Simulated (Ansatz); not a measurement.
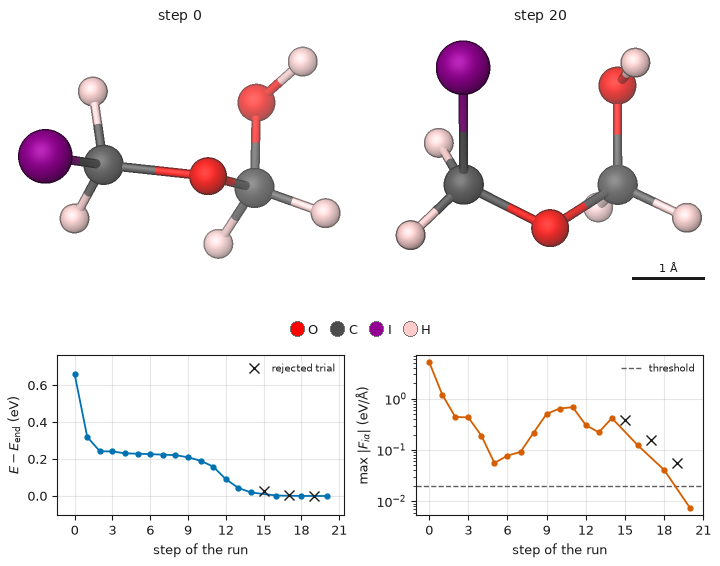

First and last geometry of a relaxation of C₂H₅IO₂, with the history of the run. A ball-and-stick model, seen at a tilt.

The run prepares an end point of a later path (hydrogen shift) calculation, from a guessed geometry.

These are results of RKS BLYP-D4/def2-SVP in Ansatz, not measurements. Settings: no spin polarisation; force threshold 0.02 eV/Å; at most 50 steps.

Q: Read the history and describe the run.

A: It converged. Over 17 accepted moves (20 points after the start) the energy falls by 0.660 eV. Largest force component: 5.2 eV/Å at the start, 0.0073 eV/Å at the end. The line search rejected the trial steps at points 15, 17, 19 of the run. The largest move after the best rigid fit is that of the I atom, 1.54 Å. By element the largest moves are I 1.54 Å, H 1.03 Å, O 0.92 Å, C 0.31 Å. Near-neighbour distances that change, for instance: C–I 2.130 → 2.332 Å, C–O 1.488 → 1.361 Å, C–H 1.024 → 1.101 Å, C–H 1.160 → 1.105 Å. Bond angles that change, for instance: I–C–H 113.5° → 100.8°, O–C–I 103.8° → 112.9°, O–C–H 106.9° → 115.9°. Groups turn about C–O by about 100°, C–O by about 30°. Cost: 48 s on 2 threads of Arm Neoverse V1, with other jobs on the host, peak memory 0.15 GiB.

```tsv
step	E − E(0), eV	largest force component, eV/Å	note
0	0.0000	5.2429	
1	-0.3402	1.2137	
2	-0.4177	0.4434	
3	-0.4185	0.4341	
4	-0.4289	0.1909	
5	-0.4307	0.0559	
6	-0.4332	0.0778	
7	-0.4359	0.0920	
8	-0.4385	0.2185	
9	-0.4502	0.5095	
10	-0.4691	0.6471	
11	-0.5006	0.6879	
12	-0.5685	0.3078	
13	-0.6166	0.2219	
14	-0.6408	0.4209	
15	-0.6339	0.3877	rejected
16	-0.6575	0.1229	
17	-0.6539	0.1578	rejected
18	-0.6597	0.0410	
19	-0.6597	0.0554	rejected
20	-0.6600	0.0073
```
